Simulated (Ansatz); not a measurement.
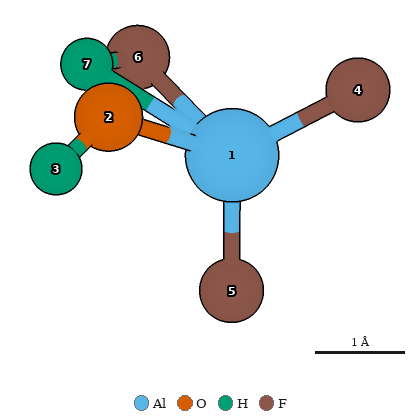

Figure 1. The structure as given in the input (ball-and-stick view, seen at a tilt; atoms are numbered from 1 in the order of the input). Sticks mark near contacts. Bond lengths as drawn: Al–F 1.63 to 1.86 Å, Al–H 1.94 Å, Al–O 1.78 Å, F–H 1.06 Å and H–O 0.95 Å.

**Phonon calculation of AlH₂OF₃**

System: AlH₂OF₃.
Method: RHF/6-31G* (Ansatz 0.2.0).

It belongs to a series of runs on one base structure; here: vibrations at the highest image of the band. Figures and captions count atoms from 1; the log counts them from 0 in places.

**The input**
```yaml
crystal:
  periodic: [false, false, false]
  atoms:
    - { symbol: Al, position_ang: [-0.001155, 0.196801, 0.068648] }
    - { symbol: O, position_ang: [-0.08107, 0.017953, 1.841357] }
    - { symbol: H, position_ang: [-0.742479, -0.42559, 2.352825] }
    - { symbol: F, position_ang: [1.399328, -0.191606, -0.664882] }
    - { symbol: F, position_ang: [-1.412186, -0.029388, -0.719177] }
    - { symbol: F, position_ang: [0.09947, 1.930749, 0.740389] }
    - { symbol: H, position_ang: [-0.022909, 1.359579, 1.621642] }
basis:
  gaussian: { orbitals: "6-31G*" }
hamiltonian:
  xc: hf
phonons: {}
```

Machine: 1 thread of Arm Neoverse V2, 24 GiB of memory available, shared host.

Launched with:
```bash
ansatz run input.yaml --threads 1 --pin off --max-ram 2048MiB --backend cpu --events-out ev --progress --plain --runs-dir out
```

**Log**
```
Engine: ansatz 0.2.0, aarch64-unknown-linux-gnu
Functional definition: HF
  exchange = exact_x
  correlation = 0
771 factors; integrals over basis functions are off by at most 7.7e-4 eV
mean field evaluation 1: about -16771.1788 eV, gradient 4.8e1 eV
mean field evaluation 2: about -16771.2213 eV, gradient 4.8e1 eV
mean field evaluation 4: about -16774.8756 eV, gradient 2.0e0 eV
mean field evaluation 8: about -16774.8905 eV, gradient 1.9e-1 eV
mean field -16774.89059836 eV, -616.4658590605 hartree, gradient 1.3e-5 eV, S^2 0.000000; 0 other end points of the search recorded, 0 dependent functions left out
the calculation of the forces begins
reference -16774.89059836 eV, -616.4658590605 hartree; 25, 25 occupied and 58, 58 virtual orbitals, 771 factors
these checks for a lower state are left out or cut short: stability, starts, cluster_reference, orbital_swaps, neighbouring_geometries, increment
771 factors; integrals over basis functions are off by at most 7.7e-4 eV
mean field evaluation 16: about -16774.8904 eV, gradient 2.4e-4 eV
mean field -16774.89041254 eV, -616.4658522316 hartree, gradient 1.2e-6 eV, S^2 0.000000; 0 other end points of the search recorded, 0 dependent functions left out
[... from here on the field's lines of each further geometry are left out, up to the last ...]
the calculation of the forces begins
reference -16774.89055316 eV, -616.4658573995 hartree; 25, 25 occupied and 58, 58 virtual orbitals, 771 factors
these checks for a lower state are left out or cut short: stability, starts, cluster_reference, orbital_swaps, neighbouring_geometries, increment
771 factors; integrals over basis functions are off by at most 7.7e-4 eV
mean field -16774.89053575 eV, -616.4658567595 hartree, gradient 1.8e-6 eV, S^2 0.000000; 0 other end points of the search recorded, 0 dependent functions left out
the calculation of the forces begins
reference -16774.89053575 eV, -616.4658567595 hartree; 25, 25 occupied and 58, 58 virtual orbitals, 771 factors
WARN: phonons: modes at or below zero, which the zero-point energy, F, S and C_V leave out: 1, the lowest at -815.27 cm⁻¹. A minimum has none, and a first-order saddle one
Total energy: -16774.89059836 eV, -616.4658590605 hartree
Atom 0 at    -0.001155     0.196801     0.068648 Å, force    -0.005289     0.002142     0.003622 eV/Å
Atom 1 at    -0.081070     0.017953     1.841357 Å, force    -0.013961    -0.003868     0.010036 eV/Å
Atom 2 at    -0.742479    -0.425590     2.352825 Å, force     0.015378     0.011667    -0.012330 eV/Å
Atom 3 at     1.399328    -0.191606    -0.664882 Å, force     0.000125     0.000727    -0.001166 eV/Å
Atom 4 at    -1.412186    -0.029388    -0.719177 Å, force     0.002652    -0.000886    -0.002356 eV/Å
Atom 5 at     0.099470     1.930749     0.740389 Å, force     0.000068    -0.004505    -0.001189 eV/Å
Atom 6 at    -0.022909     1.359579     1.621642 Å, force     0.001028    -0.005277     0.003382 eV/Å
Dipole moment:    -0.279558     0.033320     0.668022 e Å
Vibrations: -815.27 163.08 235.38 244.00 293.84 425.41 489.86 705.42 770.09 893.21 965.80 1022.19 1247.78 2252.66 4161.24 cm⁻¹, zero-point energy 0.859828 eV
```

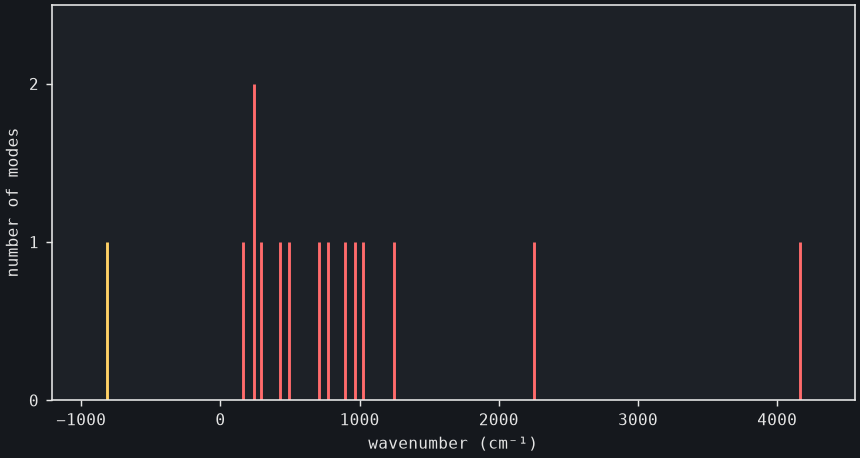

Figure 2. Harmonic vibrational wavenumbers from the force constants; neighbouring modes closer than 23 cm⁻¹ are counted in one stick, and imaginary ones are drawn at negative wavenumbers. 15 modes from 815i to 4161 cm⁻¹, 1 imaginary beyond 8i (815i cm⁻¹): a first-order saddle point, if the geometry is stationary.

**Summary**

- outcome: converged
- total energy: −16774.8906 eV
- mean-field energy: −16774.8906 eV
- largest force (length of the vector): 0.023 eV/Å
- wall time: 40 s
- peak memory: 0.14 GiB
